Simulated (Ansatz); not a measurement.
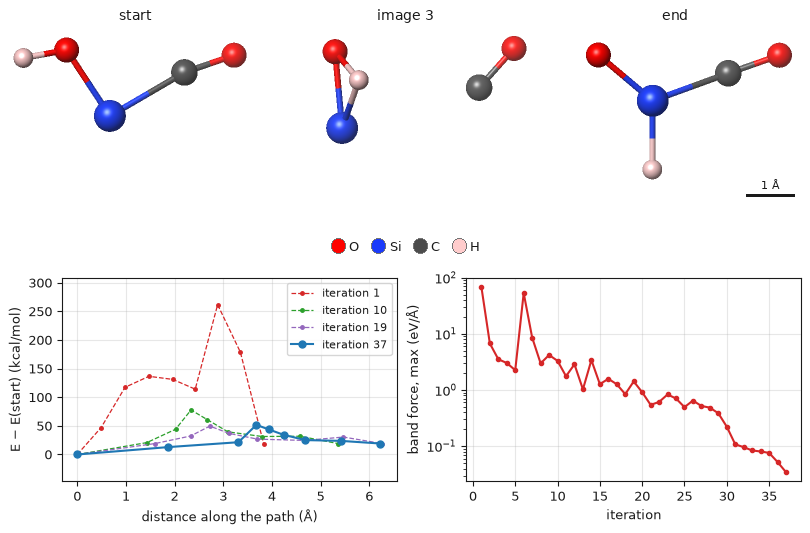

A search for the minimum-energy path of CHO$_{2}$Si (multiplicity 2) by the nudged elastic band. Images are numbered from 0 (start) to 8 (end). The plot follows the band through its iterations. A ball-and-stick model, seen at a tilt.

Theory: Ansatz, UKS CAM-B3LYP/def2-SVP.

Input
```yaml
crystal:
  periodic: [false, false, false]
  atoms:
    - { symbol: O, position_ang: [-0.536076, 1.203514, -0.083372] }
    - { symbol: Si, position_ang: [-0.763445, -0.402882, -0.536136] }
    - { symbol: C, position_ang: [0.814802, -1.013619, 0.287901] }
    - { symbol: O, position_ang: [1.719, -1.582322, 0.716917] }
    - { symbol: H, position_ang: [-1.234271, 1.795318, -0.385311] }
magnetization:
  spin_polarized: true
  initial_magnetization: 1
basis:
  gaussian: { orbitals: def2-SVP }
hamiltonian:
  xc: cam_b3lyp
neb:
  order_check: false
  images: 7
  f_tol: 0.05
  max_iterations: 60
  spring: { min: 2.0, max: 10.0 }
  final_atoms:
    - { symbol: O, position_ang: [-0.56989758, 1.68268434, 0.94570852] }
    - { symbol: Si, position_ang: [-0.51414443, 0.50160873, -0.02842252] }
    - { symbol: C, position_ang: [0.79142207, -0.78587742, 0.09816894] }
    - { symbol: O, position_ang: [1.36541092, -1.74996614, 0.37084074] }
    - { symbol: H, position_ang: [-1.07278097, 0.35155949, -1.38629667] }
  initial_path:
    images:
      - { positions_ang: [[-0.536076, 1.203514, -0.083372], [-0.763445, -0.402882, -0.536136], [0.814802, -1.013619, 0.287901], [1.719, -1.582322, 0.716917], [-1.234271, 1.795318, -0.385311]] }
      - { positions_ang: [[-0.41796635, 1.29341556, 0.00472452], [-0.59752958, -0.30315652, -0.41731603], [0.69334382, -1.18959411, 0.18039925], [1.5965056, -1.38892255, 0.68193231], [-1.27434349, 1.58826661, -0.44974104]] }
      - { positions_ang: [[-0.2998567, 1.38331713, 0.09282103], [-0.43161416, -0.20343103, -0.29849606], [0.57188564, -1.36556921, 0.07289749], [1.4740112, -1.1955231, 0.64694761], [-1.31441598, 1.38121522, -0.51417108]] }
      - { positions_ang: [[-0.18174705, 1.47321869, 0.18091755], [-0.26569874, -0.10370555, -0.17967609], [0.45042747, -1.54154432, -0.03460426], [1.35151679, -1.00212364, 0.61196292], [-1.35448847, 1.17416383, -0.57860112]] }
      - { positions_ang: [[-0.0636374, 1.56312025, 0.26901407], [-0.09978332, -0.00398007, -0.06085612], [0.32896929, -1.71751943, -0.14210602], [1.22902239, -0.80872419, 0.57697822], [-1.39456096, 0.96711244, -0.64303115]] }
      - { positions_ang: [[-0.19020245, 1.59301127, 0.43818768], [-0.2033736, 0.12241713, -0.05274772], [0.44458248, -1.48460893, -0.08203728], [1.26311952, -1.04403468, 0.52544385], [-1.31411596, 0.8132242, -0.82884753]] }
      - { positions_ang: [[-0.31676749, 1.6229023, 0.60736129], [-0.30696387, 0.24881433, -0.04463932], [0.56019568, -1.25169843, -0.02196854], [1.29721665, -1.27934516, 0.47390948], [-1.23367096, 0.65933597, -1.01466391]] }
      - { positions_ang: [[-0.44333254, 1.65279332, 0.7765349], [-0.41055415, 0.37521153, -0.03653092], [0.67580887, -1.01878793, 0.0381002], [1.33131378, -1.51465565, 0.42237511], [-1.15322596, 0.50544773, -1.20048029]] }
      - { positions_ang: [[-0.56989758, 1.68268434, 0.94570852], [-0.51414443, 0.50160873, -0.02842252], [0.79142207, -0.78587742, 0.09816894], [1.36541092, -1.74996614, 0.37084074], [-1.07278097, 0.35155949, -1.38629667]] }
```

Run as
```bash
ansatz run input.yaml --threads 2 --pin off --max-ram 3072MiB --backend cpu --events-out ev --progress --plain --runs-dir out
```

> Judge this run.

The result isn't final. The band hadn't converged when the run stopped after 37 iterations. The largest component of the band force went from 69 to 0.034 eV/Å. The barrier read from it is provisional, though the highest image hardly moved in the last two iterations. The first iteration put the highest image at 261.8 kcal/mol. The energy climbs by 51.8 kcal/mol to image 3 and then falls by 32.6 kcal/mol, so the end point sits at +19.2 kcal/mol.

The run took 2.9 min on 2 threads of AMD EPYC 9R45 96-Core Processor (Zen 5), on a shared host, peak memory 0.21 GiB.
